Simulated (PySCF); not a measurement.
# C₄H₉BrOSi (SMILES Br[SiH]1CCOCC1): what the fields show

Input

```
{"job": {"kind": "uv", "xc": "CAM-B3LYP", "basis": "def2-SVPD", "nstates": 8, "ntriplets": 3}, "charge": 0, "multiplicity": 1}
Br     0.209367    -0.659748     2.861544
Si    -0.065999    -1.293756     0.739979
C     -1.551557    -0.346773     0.040440
C     -1.112568     1.079543    -0.309089
O      0.004195     1.129021    -1.165933
C      1.232242     0.828201    -0.545392
C      1.420440    -0.664760    -0.253548
H     -0.217198    -2.741768     0.775476
H     -1.909463    -0.835284    -0.866138
H     -2.388988    -0.297680     0.736734
H     -1.909646     1.598139    -0.848956
H     -0.900416     1.640951     0.614618
H      1.330757     1.404915     0.387905
H      1.998033     1.175085    -1.244883
H      1.485070    -1.201027    -1.200586
H      2.368133    -0.806114     0.266419
```

Run with:

```sh
OMP_NUM_THREADS=1 python probes_run.py task.json out
```

Geometry: GFN2-xTB.

Computed with PySCF, CAM-B3LYP/def2-SVPD, SCF density, gas phase.

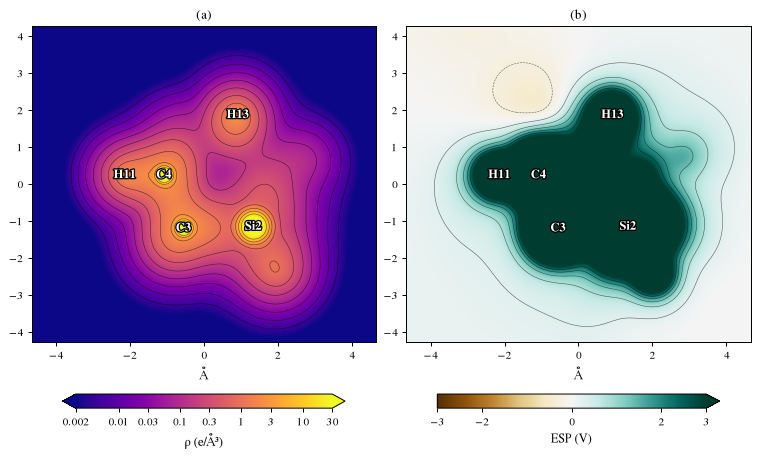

Figure 1. (a) total electron density; (b) electrostatic potential on the plane of atoms Si2, C3 and C4.

Describe what can be read from this map.

Answer.
- The plane passes through Si, C and H nuclei.
- C–C (1.53 Å): ρ at the midpoint is about 1.6 e/Å³.
- C–Si (1.90 Å): ρ is about 0.96 e/Å³ halfway.
- C–H (1.09 Å): ρ is about 2 e/Å³ halfway.
- Outside the dense part of the molecule the potential is most negative (−0.5 V) near O5, which lies off the plane.

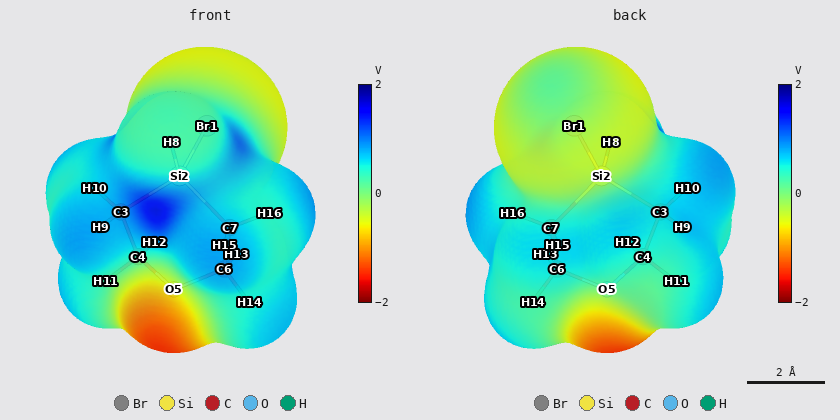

Figure 2. The electrostatic potential painted on the density surface at 0.002 e/bohr³, seen from the front and from behind; red is negative and blue positive.

Describe the electrostatic potential map.

Answer. The most negative region (about −1.4 V, or −32 kcal/mol for a unit charge) lies over O5, the most positive (about +1.5 V, or +35 kcal/mol for a unit charge) over Si2. Br1 shows a σ-hole: about +0.2 V at the tip opposite its bond, against about −0.4 V, or −9 kcal/mol for a unit charge on its flanks. O5 is the likeliest acceptor of a hydrogen bond.
